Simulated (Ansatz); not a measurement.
## A correction line for B3LYP-D4/def2-TZVPP: vertical ionisation energy

The vertical ionisation energy (cation less neutral) in eV of 6 S-containing molecules: x at B3LYP-D4/def2-TZVPP, y at CCSD(T)/def2-TZVPP. Shapes, held fixed at every level: PBE0-D4/def2-TZVP. Flexible molecules stand in one conformer, not always the lowest. Programs: Ansatz 0.2.0.

| molecule | x (eV) | y (eV) |
| --- | --- | --- |
| C5H10S (thiane) | 8.35 | 8.37 |
| C3H6S3 (1,3,5-trithiane) | 8.43 | ? |
| C5H8OS (dihydro-2H-thiopyran-3(4H)-one) | 8.50 | 8.70 |
| C4H10OS (diethyl sulfoxide) | 8.65 | 8.68 |
| C5H12S (neopentyl mercaptan) | 9.02 | 9.04 |
| C5H12S (1-pentanethiol) | 9.07 | 9.08 |

Task: Fit y = c + s·x to the known rows and predict y for C3H6S3.

Result: 
1. Means of the 5 rows: x = 8.7180, y = 8.774.
2. Σ(Δx)² = 0.40268, Σ(Δx·Δy) = 0.35924, so the slope is 0.35924/0.40268 = 0.89212.
3. Intercept: 8.774 − (0.89212) × 8.7180 = 0.996. The largest residual of the fit is 0.12.
4. C3H6S3: 0.996 + 0.89212 × 8.43 = 8.52 eV.

CCSD(T)/def2-TZVPP gives 8.63 eV, so the prediction is off by -0.11 eV, within the largest residual. Uncorrected, B3LYP-D4/def2-TZVPP misses it by -0.20 eV, and the other rows by 0.06 on average. The line removes about 40 % of this miss. Left out in turn, the other rows are missed by 0.08 eV on average, worse than no correction. Cations run unrestricted.

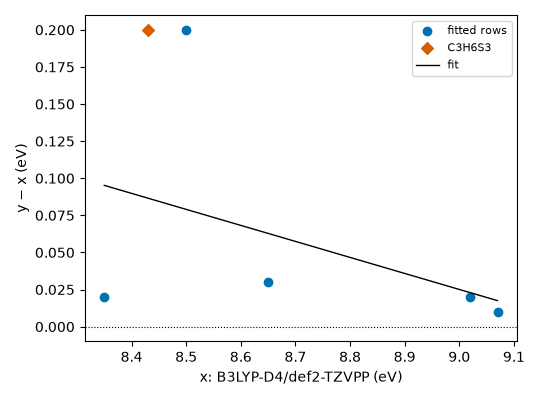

The correction y − x against x, with the fitted line and the withheld molecule.
